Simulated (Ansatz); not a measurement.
C₂H₆In (SMILES [CH2][InH][CH3]) (doublet)

Input file:

```
crystal:
  periodic: [false, false, false]
  atoms:
    - {symbol: C, position_ang: [-0.410127, 0.262184, -1.984582]}
    - {symbol: In, position_ang: [0.772620, 0.211338, -0.219537]}
    - {symbol: C, position_ang: [-0.179138, -0.334483, 1.632743]}
    - {symbol: H, position_ang: [-0.014868, 0.514139, -2.966207]}
    - {symbol: H, position_ang: [-1.474881, 0.038080, -1.997763]}
    - {symbol: H, position_ang: [2.452411, 0.596123, -0.347883]}
    - {symbol: H, position_ang: [-1.181989, 0.091887, 1.688924]}
    - {symbol: H, position_ang: [-0.276378, -1.421911, 1.682903]}
    - {symbol: H, position_ang: [0.400848, -0.003658, 2.494399]}
basis:
  gaussian: {orbitals: def2-TZVPP}
magnetization: {spin_polarized: true, initial_magnetization: 1}
hamiltonian: {xc: pbe0, dispersion: d4}
output: {orbitals: {seedname: orbitals}}
```

Launched as:

```sh
ansatz run in.yaml --threads 4 --pin off --events-out ev --progress --plain --max-ram 10444MiB
```

Geometry: PBE0-D4/def2-TZVP; core potentials replace the inner electrons of In.

Computed with Ansatz, UKS PBE0-D4/def2-TZVPP.

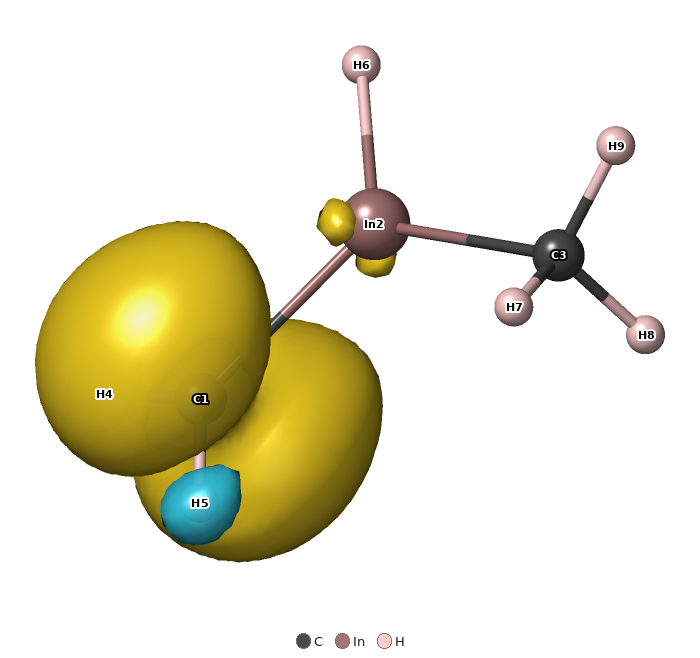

Figure 1. Isosurfaces of the spin density at +0.02 (yellow) and −0.02 e/Å³ (cyan), seen at a tilt.

Q: Describe the spin distribution.

A: The unpaired spin (1 electron) lies mostly on C1 (about 0.8) and In2 (about 0.1), in electrons by Hirshfeld's partition.

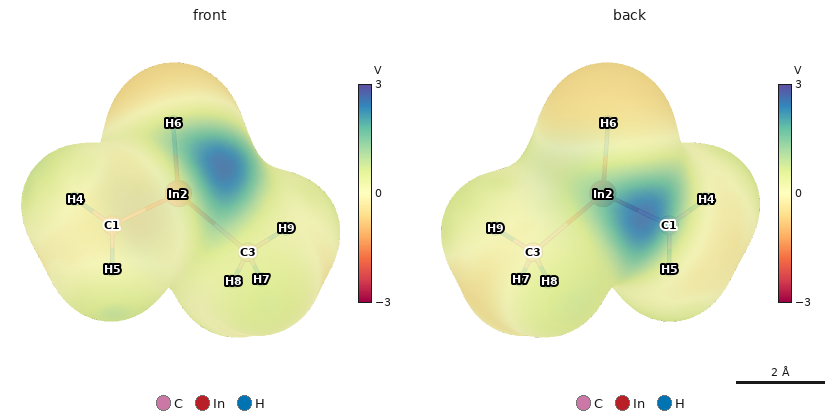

Figure 2. The electrostatic potential painted on the density surface at 0.002 e/bohr³, seen from the front and from behind; the colour scale runs from red (negative) to blue (positive).

Q: Where is the surface potential most negative and most positive?

A: The most negative region (about −0.5 V, or −12 kcal/mol for a unit charge) lies over H6, the most positive (about +2.5 V, or +58 kcal/mol for a unit charge) over In2.

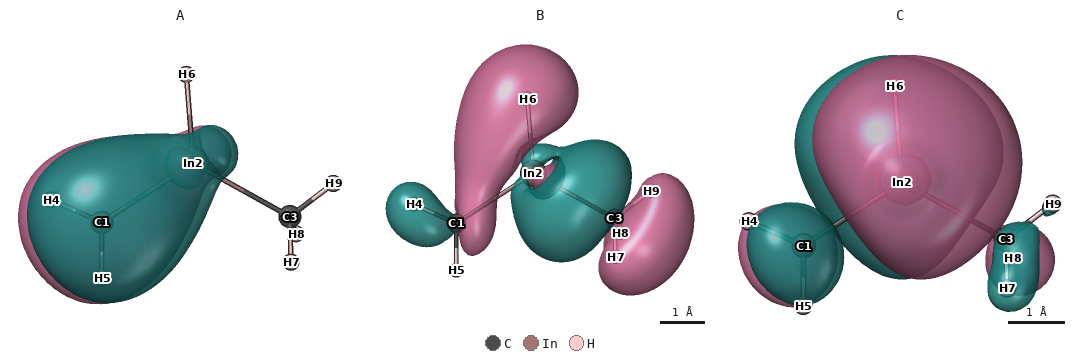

Figure 3. Three frontier orbitals at ±0.06 Å⁻³ᐟ² (teal and pink are the two phases), in no order.

Q: Order the three orbitals by energy and name them. All are α orbitals.

A: B is the HOMO−1 (α) (−7.48 eV). It lies mainly on C3 (about 40 %), In2 (about 30 %) and H6 (about 15 %). A is the HOMO (α) (−6.83 eV). It lies mainly on C1 (about 70 %), In2 (about 15 %), H5 (about 5 %) and H4 (about 5 %). C is the LUMO (α) (−0.92 eV). It lies mainly on In2 (about 75 %) and C1 (about 10 %).

Q: What is the gap between the highest occupied and lowest empty α orbitals?

A: 5.91 eV between the orbital energies.

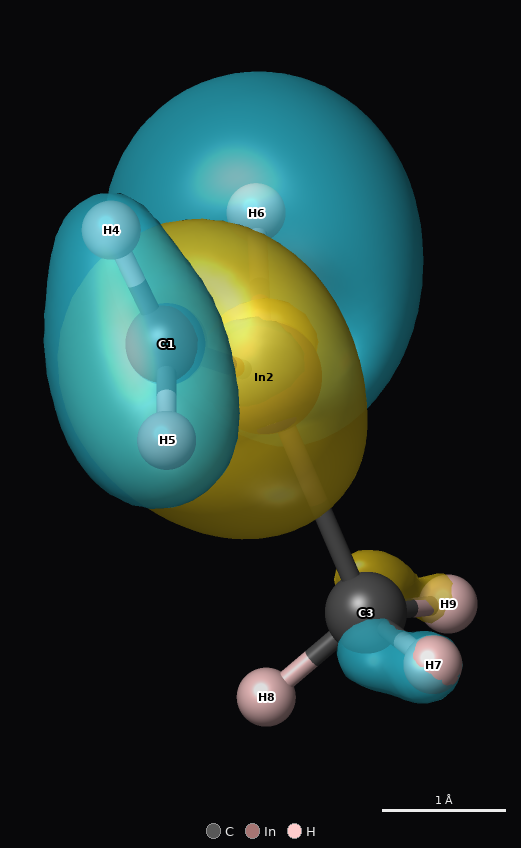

Figure 4. The HOMO−1 (β) at ±0.1 Å⁻³ᐟ² (yellow and cyan are the two phases), seen at an oblique angle.

Q: Describe this orbital and give its energy.

A: By Hirshfeld shares it lies mainly on In2 (about 30 %), H6 (about 30 %) and C1 (about 25 %). Its energy is −7.75 eV.
